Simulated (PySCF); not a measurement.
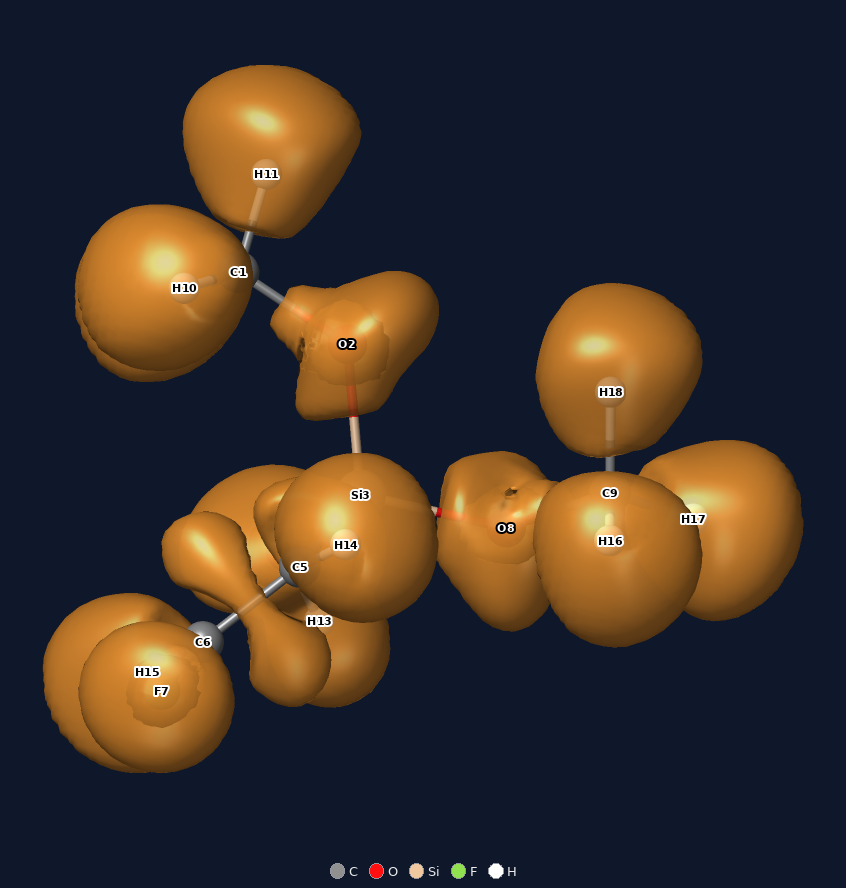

The picture shows: C₄H₉FO₃Si (SMILES CO[Si](O)(/C=C/F)OC). Isosurface of the electron localisation function at 0.75 (orange), seen at a tilt. Core shells and regions of very low density are left out.

Geometry: GFN2-xTB.

The calculation used PBE0/pcSseg-1, SCF density, gas phase, non-relativistic (PySCF).

```xyz
18

C     1.7623   -1.8727    0.2654
O     0.4562   -1.4472   -0.0209
Si   -0.0431    0.0101   -0.5312
O     0.7626    0.4583   -1.8694
C     0.2011    1.2985    0.8314
C     1.0104    2.3334    0.7300
F     1.1654    3.2304    1.7250
O    -1.5954   -0.1249   -0.9741
C    -2.6844   -0.5703   -0.2135
H     2.1632   -1.3332    1.1263
H     1.7189   -2.9388    0.4895
H     2.4155   -1.7037   -0.5918
H     0.3035    0.9487   -2.5460
H    -0.3416    1.1883    1.7614
H     1.6236    2.5806   -0.1232
H    -2.9253    0.1545    0.5671
H    -3.5361   -0.6725   -0.8863
H    -2.4657   -1.5332    0.2484
```

Question: What do the ELF domains correspond to?

Answer: The surface consists of one region between bonded C–C atoms (shared pairs), one region between bonded C–Si atoms (shared pairs), eight regions around hydrogen nuclei, one region on F in which the atom's valence shell and bonds are merged, two regions on O in which the atom's valence shell and bonds are merged and one joined region spread over several atoms (H, O), in which their bonds and any lone pairs are merged. Profiles from the grid: C–C (1.32 Å): the ELF peaks at about 0.90 between the atoms (a multiple bond). C–F (1.35 Å): the ELF peaks at about 0.85 between the atoms, as expected for a shared but strongly polarised pair.
